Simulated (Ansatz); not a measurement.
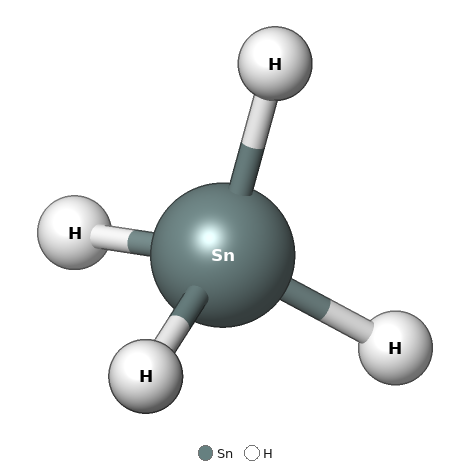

The picture shows a molecular structure as a ball-and-stick model.

> What is the molecular formula?

SnH4, 5 atoms: 1 tin and 4 hydrogen.

> How many atoms are distinct by symmetry?

2: 1 Sn, 4 H.

> Give the symmetry (Schoenflies symbol).

Td.

More results for the same structure follow; atom numbers are the same in all pictures, views and colours differ. Computed geometry: PBE0-D4/def2-TZVP optimisation.

**Shape**

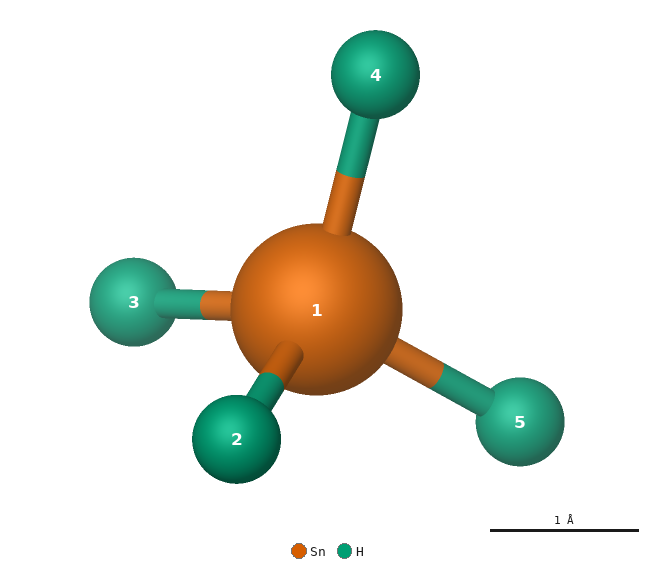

Numbered structure.

Give the bond lengths.

```
  bond  length (Å)
Sn1–H2       1.704
Sn1–H3       1.704
Sn1–H4       1.704
Sn1–H5       1.704
```

**Charges**

The questions are on Mulliken charges. Level of theory: RKS PBE0-D4/def2-TZVP, core potentials on Sn (Ansatz 0.2.0).

Give the Mulliken charges atom by atom.

```
atom  value (e)
 Sn1       0.22
  H2      −0.06
  H3      −0.06
  H4      −0.06
  H5      −0.06
```

**Electronic properties**

Method: RKS PBE0-D4/def2-TZVPP, core potentials on Sn (Ansatz 0.2.0).

Computed properties:

- HOMO energy (Kohn–Sham orbital): −9.16 eV
- LUMO energy (Kohn–Sham orbital): 0.69 eV
- HOMO–LUMO gap: 9.85 eV

**Thermal motion**

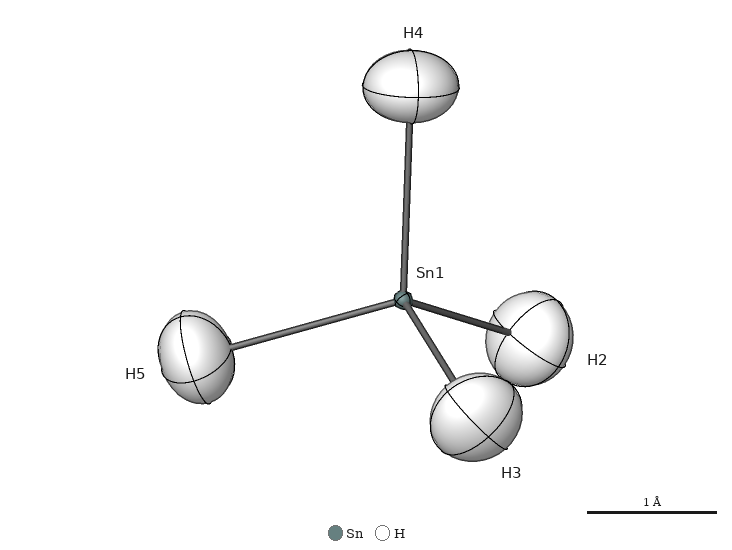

Displacement ellipsoids at the 50 % level, enlarged 2 times, from the internal vibrations of the free molecule (harmonic, no overall translation or rotation; no half-axis is drawn under 0.075 Å). Vibrations computed with RKS PBE0-D4/def2-TZVP, core potentials on Sn (Ansatz 0.2.0). Temperature: 200 K.

List U_eq and the three principal root-mean-square amplitudes for each kind of atom.

```tsv
atom	U_eq (Å²)	rms amplitudes (Å)
Sn1	< 0.00001	0.002, 0.002, 0.002
H2, H3, H4, H5	0.0126	0.092, 0.121, 0.121
```

Mulliken values depend strongly on the basis set and can even reverse the polarity of a bond.
